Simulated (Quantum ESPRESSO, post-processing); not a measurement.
# 2H-MoTe2, layer by layer, part 4 of 8

Aim: screening, gap and ionisation potential of 2H-MoTe2 against the number of layers.

Quantum ESPRESSO 7.5; plane-wave DFT, PBE, GBRV ultrasoft pseudopotentials.

So far. Step 3 (Ground state, 1 layer: no field): The run needed 15 iterations to bring the estimated error under 1e-09 Ry; the largest force on any atom, held or free, is 0.15 eV/Å. Step 7 (Potential by pp.x, 1 layer): The slope in the vacuum is 0.100 eV/Å for an applied 0.10 V/Å, as it should be.

## 8. Bands along a path, 1 layer: no field

The density is frozen and the levels are solved along a path.

The input, n1.f0.bands.in:

```
&control
  prefix = 'n1.f0.bands'
  outdir = './out'
  pseudo_dir = './pseudo'
  calculation = 'bands'
  tefield = .true.
  dipfield = .true.
/
&system
  ibrav = 0
  nat = 3
  ntyp = 2
  ecutwfc = 40
  ecutrho = 200
  occupations = 'smearing'
  smearing = 'fd'
  degauss = 0.004
  edir = 3
  emaxpos = 0.97
  eopreg = 0.04
  eamp = 0.0
  nbnd = 17
/
&electrons
  conv_thr = 1e-07
  mixing_beta = 0.4
  electron_maxstep = 120
  mixing_mode = 'local-TF'
/
ATOMIC_SPECIES
  Te  127.6000  te_pbe_v1.uspp.F.UPF
  Mo  95.9500  mo_pbe_v1.uspp.F.UPF
CELL_PARAMETERS angstrom
  3.52083076100000 0.00000000000000 0.00000000000000
  -1.76041538000000 3.04912888100000 0.00000000000000
  0.00000000000000 0.00000000000000 20.77410263100000
ATOMIC_POSITIONS crystal
  Te  0.333333333300 0.666666666700 0.412471503400
  Mo  0.000000000000 0.000000000000 0.500000000000
  Te  0.333333333300 0.666666666700 0.587528496600
K_POINTS crystal_b
4
  0.0000000000 0.0000000000 0.0000000000 12
  0.5000000000 0.0000000000 0.0000000000 12
  0.3333333333 0.3333333333 0.0000000000 12
  0.0000000000 0.0000000000 0.0000000000 1
```

The run is started by

```bash
$ cp -r out/n1.f0.save out/n1.f0.bands.save
$ cp out/n1.f0.xml out/n1.f0.bands.xml
$ OMP_NUM_THREADS=1 mpirun -n 4 pw.x -nk 4 -in n1.f0.bands.in > n1.f0.bands.out
```

The log of the run:

```text
[banner, memory and clock lines left out]
Program PWSCF v.7.5 starts

          URL

     Presently no symmetry can be used with electric field

     Atomic positions and unit cell read from directory:
     ./out/n1.f0.bands.save/

     G-vector sticks info

     bravais-lattice index     =            0
     lattice parameter (alat)  =       6.6534  a.u.
     unit-cell volume          =    1505.0115 (a.u.)^3
     number of atoms/cell      =            3
     number of atomic types    =            2
     number of electrons       =        26.00
     number of Kohn-Sham states=           17
     kinetic-energy cutoff     =      40.0000  Ry
     charge density cutoff     =     200.0000  Ry
     Exchange-correlation= SLA  PW   PBE  PBE
                           (   1   4   3   4   0   0   0)

     celldm(1)=   6.653406  celldm(2)=   0.000000  celldm(3)=   0.000000
     celldm(4)=   0.000000  celldm(5)=   0.000000  celldm(6)=   0.000000

     crystal axes: (cart. coord. in units of alat)
               a(1) = (   1.000000   0.000000   0.000000 )
               a(2) = (  -0.500000   0.866025   0.000000 )
               a(3) = (   0.000000   0.000000   5.900341 )

     reciprocal axes: (cart. coord. in units 2 pi/alat)
               b(1) = (  1.000000  0.577350 -0.000000 )
               b(2) = (  0.000000  1.154701  0.000000 )
               b(3) = (  0.000000 -0.000000  0.169482 )

     PseudoPot. # 1 for Te read from file:
     ./pseudo/te_pbe_v1.uspp.F.UPF
     Pseudo is Ultrasoft + core correction, Zval =  6.0
     Generated by new atomic code, or converted to UPF format
     Using radial grid of  891 points,  5 beta functions with:
                l(1) =   0
                l(2) =   0
                l(3) =   1
                l(4) =   1
                l(5) =   2
     Q(r) pseudized with  6 coefficients,  rinner =    1.800   1.800   1.800
                                                       1.800   1.800

     PseudoPot. # 2 for Mo read from file:
     ./pseudo/mo_pbe_v1.uspp.F.UPF
     Pseudo is Ultrasoft + core correction, Zval = 14.0
     Generated by new atomic code, or converted to UPF format
     Using radial grid of  889 points,  6 beta functions with:
                l(1) =   0
                l(2) =   0
                l(3) =   1
                l(4) =   1
                l(5) =   2
                l(6) =   2
     Q(r) pseudized with  6 coefficients,  rinner =    1.000   1.000   1.000
                                                       1.000   1.000

     atomic species   valence    mass     pseudopotential
     Te                6.00   127.60000     Te( 1.00)
     Mo               14.00    95.95000     Mo( 1.00)

     No symmetry found

   Cartesian axes

     site n.     atom                  positions (alat units)
         1        Te     tau(   1) = (   0.0000000   0.5773503   2.4337226  )
         2        Mo     tau(   2) = (   0.0000000   0.0000000   2.9501706  )
         3        Te     tau(   3) = (   0.0000000   0.5773503   3.4666186  )

     number of k points=    37  Fermi-Dirac smearing, width (Ry)=  0.0040
                       cart. coord. in units 2pi/alat
        k(    1) = (   0.0000000   0.0000000   0.0000000), wk =   0.0540541
        k(    2) = (   0.0416667   0.0240563   0.0000000), wk =   0.0540541
        k(    3) = (   0.0833333   0.0481125   0.0000000), wk =   0.0540541
        k(    4) = (   0.1250000   0.0721688   0.0000000), wk =   0.0540541
        k(    5) = (   0.1666667   0.0962250   0.0000000), wk =   0.0540541
        k(    6) = (   0.2083333   0.1202813   0.0000000), wk =   0.0540541
        k(    7) = (   0.2500000   0.1443376   0.0000000), wk =   0.0540541
        k(    8) = (   0.2916667   0.1683938   0.0000000), wk =   0.0540541
        k(    9) = (   0.3333333   0.1924501   0.0000000), wk =   0.0540541
        k(   10) = (   0.3750000   0.2165064   0.0000000), wk =   0.0540541
        k(   11) = (   0.4166667   0.2405626   0.0000000), wk =   0.0540541
        k(   12) = (   0.4583333   0.2646189   0.0000000), wk =   0.0540541
        k(   13) = (   0.5000000   0.2886751   0.0000000), wk =   0.0540541
        k(   14) = (   0.4861111   0.3127314   0.0000000), wk =   0.0540541
        k(   15) = (   0.4722222   0.3367877   0.0000000), wk =   0.0540541
        k(   16) = (   0.4583333   0.3608439   0.0000000), wk =   0.0540541
        k(   17) = (   0.4444444   0.3849002   0.0000000), wk =   0.0540541
        k(   18) = (   0.4305556   0.4089564   0.0000000), wk =   0.0540541
        k(   19) = (   0.4166667   0.4330127   0.0000000), wk =   0.0540541
        k(   20) = (   0.4027778   0.4570690   0.0000000), wk =   0.0540541
        k(   21) = (   0.3888889   0.4811252   0.0000000), wk =   0.0540541
        k(   22) = (   0.3750000   0.5051815   0.0000000), wk =   0.0540541
        k(   23) = (   0.3611111   0.5292377   0.0000000), wk =   0.0540541
        k(   24) = (   0.3472222   0.5532940   0.0000000), wk =   0.0540541
        k(   25) = (   0.3333333   0.5773503   0.0000000), wk =   0.0540541
        k(   26) = (   0.3055556   0.5292377   0.0000000), wk =   0.0540541
        k(   27) = (   0.2777778   0.4811252   0.0000000), wk =   0.0540541
        k(   28) = (   0.2500000   0.4330127   0.0000000), wk =   0.0540541
        k(   29) = (   0.2222222   0.3849002   0.0000000), wk =   0.0540541
        k(   30) = (   0.1944444   0.3367877   0.0000000), wk =   0.0540541
        k(   31) = (   0.1666667   0.2886751   0.0000000), wk =   0.0540541
        k(   32) = (   0.1388889   0.2405626   0.0000000), wk =   0.0540541
        k(   33) = (   0.1111111   0.1924501   0.0000000), wk =   0.0540541
        k(   34) = (   0.0833333   0.1443376   0.0000000), wk =   0.0540541
        k(   35) = (   0.0555556   0.0962250   0.0000000), wk =   0.0540541
        k(   36) = (   0.0277778   0.0481125   0.0000000), wk =   0.0540541
        k(   37) = (   0.0000000   0.0000000   0.0000000), wk =   0.0540541

     Dense  grid:    71619 G-vectors     FFT dimensions: (  30,  30, 180)

     Smooth grid:    51633 G-vectors     FFT dimensions: (  27,  27, 160)

     The potential is recalculated from file :
     ./out/n1.f0.bands.save/charge-density

     negative rho (up, down):  2.648E-03 0.000E+00

     Adding external electric field

     Computed dipole along edir(3) :
        Dipole                0.0000 Ry au,          0.0000 Debye
        Dipole field          0.0000 Ry au,

        Potential amp.       -0.0000 Ry
        Total length         37.6871 bohr

     Starting wfcs are   21 randomized atomic wfcs

     Band Structure Calculation
     Davidson diagonalization with overlap

     ethr =  3.85E-10,  avg # of iterations = 26.6

[...]
-1.5229  -1.4458  -0.7284  -0.6760  -0.3950   3.1419   3.2835   3.3382
     3.4610

          k = 0.0833 0.0481 0.0000 (  6453 PWs)   bands (ev):

   -60.5827 -34.7430 -34.6171 -34.6105 -12.4404 -11.5550  -4.7910  -1.8708
    -1.6881  -1.3860  -0.8257  -0.6454  -0.3975   2.8554   2.9414   3.3060
     3.3442

          k = 0.1250 0.0722 0.0000 (  6455 PWs)   bands (ev):

   -60.5820 -34.7408 -34.6273 -34.6129 -12.3211 -11.4706  -4.6627  -2.0396
    -1.9471  -1.2891  -0.9711  -0.6524  -0.4142   2.4867   2.5448   3.0834
     3.4285

          k = 0.1667 0.0962 0.0000 (  6461 PWs)   bands (ev):

   -60.5810 -34.7381 -34.6406 -34.6161 -12.1582 -11.3556  -4.4949  -2.2812
    -2.2546  -1.1595  -1.1464  -0.7384  -0.4616   2.0743   2.3317   2.8270
     3.5193

          k = 0.2083 0.1203 0.0000 (  6430 PWs)   bands (ev):

   -60.5798 -34.7348 -34.6560 -34.6197 -11.9562 -11.2136  -4.3044  -2.6675
    -2.5211  -1.3340  -1.0038  -0.9015  -0.5518   1.7700   2.2719   2.5650
     3.6025

          k = 0.2500 0.1443 0.0000 (  6416 PWs)   bands (ev):

   -60.5786 -34.7313 -34.6725 -34.6236 -11.7217 -11.0498  -4.1286  -3.0668
    -2.8443  -1.5196  -1.0937  -0.8306  -0.6739   1.5997   2.3178   2.3522
     3.6701

          k = 0.2917 0.1684 0.0000 (  6420 PWs)   bands (ev):

   -60.5774 -34.7279 -34.6890 -34.6275 -11.4641 -10.8718  -4.0819  -3.3650
    -3.2132  -1.6917  -1.2650  -0.7877  -0.6511   1.5474   2.0998   2.5271
     3.7195

          k = 0.3333 0.1925 0.0000 (  6434 PWs)   bands (ev):

   -60.5762 -34.7246 -34.7043 -34.6311 -11.1971 -10.6902  -4.3245  -3.5960
    -3.4001  -1.8420  -1.3943  -0.8469  -0.4787   1.5773   1.9201   2.7506
     3.7522

          k = 0.3750 0.2165 0.0000 (  6420 PWs)   bands (ev):

   -60.5752 -34.7218 -34.7174 -34.6342 -10.9403 -10.5191  -4.6926  -3.9519
    -3.3228  -1.9644  -1.4824  -0.8286  -0.3276   1.6564   1.7840   2.9821
     3.7716

          k = 0.4167 0.2406 0.0000 (  6428 PWs)   bands (ev):

   -60.5745 -34.7274 -34.7197 -34.6366 -10.7199 -10.3761  -5.0256  -4.2412
    -3.2596  -2.0546  -1.5376  -0.7501  -0.2109   1.6920   1.7582   3.1838
     3.7820

          k = 0.4583 0.2646 0.0000 (  6438 PWs)   bands (ev):

   -60.5740 -34.7337 -34.7183 -34.6381 -10.5679 -10.2798  -5.2537  -4.4305
    -3.2273  -2.1098  -1.5673  -0.6636  -0.1380   1.6405   1.8527   3.3211
     3.7866

          k = 0.5000 0.2887 0.0000 (  6450 PWs)   bands (ev):

   -60.5739 -34.7358 -34.7179 -34.6387 -10.5131 -10.2456  -5.3349  -4.4964
    -3.2181  -2.1283  -1.5767  -0.6263  -0.1133   1.6242   1.8940   3.3696
     3.7879

          k = 0.4861 0.3127 0.0000 (  6438 PWs)   bands (ev):

   -60.5738 -34.7355 -34.7178 -34.6393 -10.5088 -10.2423  -5.3254  -4.4938
    -3.2148  -2.1465  -1.5729  -0.6853  -0.1054   1.6279   1.8998   3.3832
     3.7061

          k = 0.4722 0.3368 0.0000 (  6438 PWs)   bands (ev):

   -60.5738 -34.7346 -34.7177 -34.6410 -10.4962 -10.2322  -5.2970  -4.4861
    -3.2053  -2.1980  -1.5638  -0.8463  -0.0902   1.6361   1.9190   3.4137
     3.5113

          k = 0.4583 0.3608 0.0000 (  6436 PWs)   bands (ev):

   -60.5737 -34.7332 -34.7174 -34.6440 -10.4757 -10.2159  -5.2500  -4.4742
    -3.1906  -2.2752  -1.5541  -1.0814  -0.0762   1.6412   1.9553   3.2292
     3.5021

          k = 0.4444 0.3849 0.0000 (  6424 PWs)   bands (ev):

   -60.5736 -34.7311 -34.7171 -34.6479 -10.4482 -10.1941  -5.1848  -4.4594
    -3.1726  -2.3696  -1.5480  -1.3655  -0.0636   1.6352   2.0127   2.9626
     3.5869

          k = 0.4306 0.4090 0.0000 (  6426 PWs)   bands (ev):

   -60.5734 -34.7286 -34.7167 -34.6527 -10.4147 -10.1677  -5.1019  -4.4434
    -3.1543  -2.4728  -1.6771  -1.5480  -0.0491   1.6141   2.0908   2.7102
     3.6882

          k = 0.4167 0.4330 0.0000 (  6440 PWs)   bands (ev):

   -60.5733 -34.7255 -34.7163 -34.6582 -10.3768 -10.1381  -5.0023  -4.4286
    -3.1412  -2.5768  -1.9960  -1.5552  -0.0291   1.5784   2.1853   2.4864
     3.7976

          k = 0.4028 0.4571 0.0000 (  6426 PWs)   bands (ev):

   -60.5731 -34.7220 -34.7159 -34.6643 -10.3365 -10.1069  -4.8871  -4.4174
    -3.1441  -2.6738  -2.2996  -1.5695  -0.0014   1.5308   2.2906   2.2978
     3.9078

          k = 0.3889 0.4811 0.0000 (  6414 PWs)   bands (ev):

   -60.5730 -34.7182 -34.7155 -34.6706 -10.2962 -10.0759  -4.7586  -4.4119
    -3.1870  -2.7573  -2.5537  -1.5896   0.0341   1.4752   2.1476   2.4000
     4.0116

          k = 0.3750 0.5052 0.0000 (  6418 PWs)   bands (ev):

   -60.5729 -34.7151 -34.7142 -34.6769 -10.2587 -10.0475  -4.6201  -4.4131
    -3.3044  -2.8222  -2.7138  -1.6126   0.0749   1.4169   2.0358   2.5057
     4.1019

          k = 0.3611 0.5292 0.0000 (  6432 PWs)   bands (ev):

   -60.5728 -34.7148 -34.7101 -34.6827 -10.2273 -10.0240  -4.4793  -4.4196
    -3.4831  -2.8660  -2.7802  -1.6350   0.1156   1.3634   1.9608   2.5980
     4.1722

          k = 0.3472 0.5533 0.0000 (  6419 PWs)   bands (ev):

   -60.5727 -34.7146 -34.7066 -34.6874 -10.2058 -10.0082  -4.4279  -4.3566
    -3.6515  -2.8897  -2.7997  -1.6520   0.1474   1.3242   1.9191   2.6641
     4.2169

          k = 0.3333 0.5774 0.0000 (  6405 PWs)   bands (ev):

   -60.5727 -34.7145 -34.7051 -34.6893 -10.1977 -10.0023  -4.4322  -4.3020
    -3.7253  -2.8965  -2.8029  -1.6588   0.1600   1.3093   1.9063   2.6893
     4.2324

          k = 0.3056 0.5292 0.0000 (  6435 PWs)   bands (ev):

   -60.5728 -34.7149 -34.7090 -34.6834 -10.2363 -10.0294  -4.4358  -4.4018
    -3.4995  -2.8791  -2.8024  -1.6241   0.1053   1.3697   1.9466   2.5757
     4.1717

          k = 0.2778 0.4811 0.0000 (  6441 PWs)   bands (ev):

   -60.5732 -34.7160 -34.7129 -34.6731 -10.3622 -10.1160  -4.5452  -4.2823
    -3.1239  -2.8448  -2.7968  -1.5117  -0.0239   1.5012   2.0366   2.2842
     4.0123

          k = 0.2500 0.4330 0.0000 (  6417 PWs)   bands (ev):

   -60.5738 -34.7179 -34.7124 -34.6623 -10.5746 -10.2602  -4.5023  -4.0517
    -2.9932  -2.7983  -2.5549  -1.3335  -0.1524   1.5771   1.9867   2.1273
     3.8169

          k = 0.2222 0.3849 0.0000 (  6431 PWs)   bands (ev):

   -60.5748 -34.7206 -34.7069 -34.6518 -10.8519 -10.4485  -4.3230  -3.7150
    -3.1056  -2.7247  -2.1235  -1.1219  -0.2405   1.4594   1.8915   2.1703
     3.6608

          k = 0.1944 0.3368 0.0000 (  6427 PWs)   bands (ev):

   -60.5760 -34.7241 -34.6966 -34.6421 -11.1632 -10.6615  -4.0845  -3.3035
    -3.2427  -2.5994  -1.7052  -0.9131  -0.3132   1.3458   1.9082   2.1443
     3.5888

          k = 0.1667 0.2887 0.0000 (  6411 PWs)   bands (ev):

   -60.5774 -34.7280 -34.6825 -34.6333 -11.4790 -10.8798  -3.9898  -3.2023
    -2.8901  -2.3754  -1.3535  -0.7384  -0.4141   1.4059   1.9801   2.0857
     3.5802

          k = 0.1389 0.2406 0.0000 (  6417 PWs)   bands (ev):

   -60.5789 -34.7321 -34.6659 -34.6258 -11.7760 -11.0869  -4.1453  -2.8845
    -2.5735  -1.9984  -1.1404  -0.6195  -0.4999   1.6093   2.0675   2.1740
     3.5781

          k = 0.1111 0.1925 0.0000 (  6431 PWs)   bands (ev):

   -60.5803 -34.7361 -34.6487 -34.6196 -12.0372 -11.2702  -4.3742  -2.4761
    -2.3309  -1.5538  -1.1371  -0.5656  -0.4825   1.9095   2.1580   2.5054
     3.5408

          k = 0.0833 0.1443 0.0000 (  6453 PWs)   bands (ev):

   -60.5815 -34.7396 -34.6328 -34.6147 -12.2507 -11.4208  -4.5884  -2.1115
    -2.0820  -1.2481  -1.1657  -0.5707  -0.4274   2.3201   2.3945   2.8871
     3.4628

          k = 0.0556 0.0962 0.0000 (  6465 PWs)   bands (ev):

   -60.5825 -34.7424 -34.6198 -34.6113 -12.4083 -11.5323  -4.7561  -1.9151
    -1.7568  -1.3622  -0.8929  -0.6155  -0.4002   2.7509   2.8147   3.2208
     3.3676

          k = 0.0278 0.0481 0.0000 (  6455 PWs)   bands (ev):

   -60.5831 -34.7442 -34.6114 -34.6092 -12.5049 -11.6007  -4.8619  -1.7688
    -1.5416  -1.4392  -0.7414  -0.6692  -0.3950   3.1051   3.2874   3.2906
     3.4411

          k = 0.0000 0.0000 0.0000 (  6499 PWs)   bands (ev):

   -60.5834 -34.7448 -34.6085 -34.6085 -12.5375 -11.6237  -4.8980  -1.7126
    -1.4661  -1.4661  -0.6940  -0.6940  -0.3954   3.2612   3.2612   3.5170
     3.5170

     XML data file, pseudopotentials, collected wavefunctions

                                        0.00s GPU  (     287 calls)
```

It took 14 s on 4 MPI ranks of Arm Neoverse V1, shared host; peak memory 0.3 GiB.

Numbers from this step:

| Quantity | Value |
| --- | --- |
| dipole along the normal | 0 e·Å |
| valence top, on the run's zero | 0.1600 eV |
| conduction bottom, on the run's zero | 1.309 eV |

Band numbers count within the set of bands kept for display. The electronic bands at the labelled points (eV, zero at the highest filled level of the SCF mesh; v1 is the highest filled band, c1 the lowest empty one):

| point | v4 | v3 | v2 | v1 | c1 | c2 | c3 | c4 |
| --- | --- | --- | --- | --- | --- | --- | --- | --- |
| Γ | -1.63 | -0.85 | -0.85 | -0.56 | 3.10 | 3.10 | 3.36 | 3.36 |
| M | -2.29 | -1.74 | -0.79 | -0.27 | 1.46 | 1.73 | 3.21 | 3.63 |
| K | -3.06 | -2.96 | -1.82 | 0.00 | 1.15 | 1.75 | 2.53 | 4.07 |
| Γ | -1.63 | -0.85 | -0.85 | -0.56 | 3.10 | 3.10 | 3.36 | 3.36 |

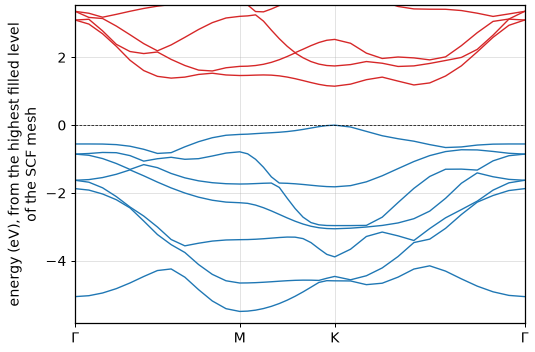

Electronic bands along the path; lines of filled and empty bands in two colours.

Along this path the valence top lies at K and the conduction bottom at K.

## 9. Polarisability from the dipole between 0 and 0.1 V/A, 1 layer

This step gave:

- change of slope in the vacuum: 0.09998 eV/Å
- polarisability a cell: 5.421 Å³
- sheet polarisability 4πα/A: 6.346 Å

Table of change of the potential energy, second field less first by z:

| z (Å) | change of the potential energy, second field less first (eV) |
| --- | --- |
| 0 | -0.359 |
| 1 | -0.620 |
| 2 | -0.520 |
| 3 | -0.420 |
| 4 | -0.320 |
| 5 | -0.221 |
| 6 | -0.124 |
| 7 | -0.0440 |
| 8 | -0.0105 |
| 9 | -0.00355 |
| 10 | -0.00218 |
| 11 | 0.00314 |
| 12 | 0.00435 |
| 13 | 0.0147 |
| 14 | 0.0606 |
| 15 | 0.148 |
| 16 | 0.246 |
| 17 | 0.345 |
| 18 | 0.445 |
| 19 | 0.545 |
| 20 | 0.645 |

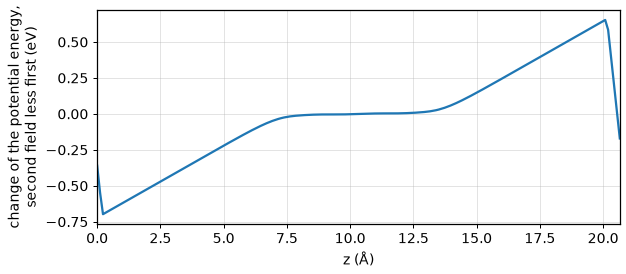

Change of the potential energy, second field less first against z.

(Part 4 of 8 ends here.)

[Logs are printed without paths, hosts, clocks, repeated set-up lines and the standing remarks that a program may print on its own settings, such as how far it seeks lower states.]

[Hosts, paths, dates, database ids (printed as entryN), source tags and the programs' standing remarks are cut or masked in the printed files.]

[Maps of the electrostatic potential energy from Ansatz leave out the sawtooth potential of an applied field or a dipole correction, so their vacuum need not be flat; planar profiles and work functions include it.]
